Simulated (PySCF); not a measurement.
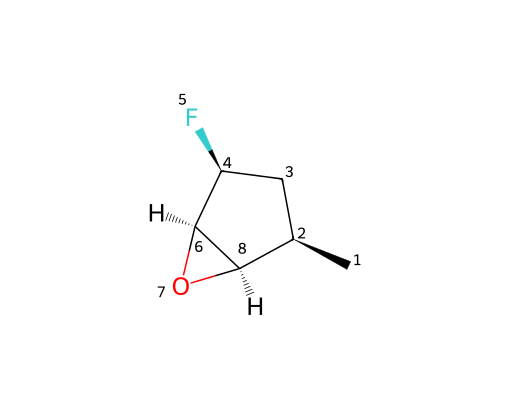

Skeletal drawing with numbered atoms; wedges and dashes mark any stereocentres. The configuration is that of a computed structure (GFN2-xTB).

> What are the Cahn–Ingold–Prelog descriptors?

C2: R; C4: S; C6: R; C8: R.

> Write the isomeric SMILES.

C[C@@H]1C[C@H](F)[C@@H]2O[C@@H]21
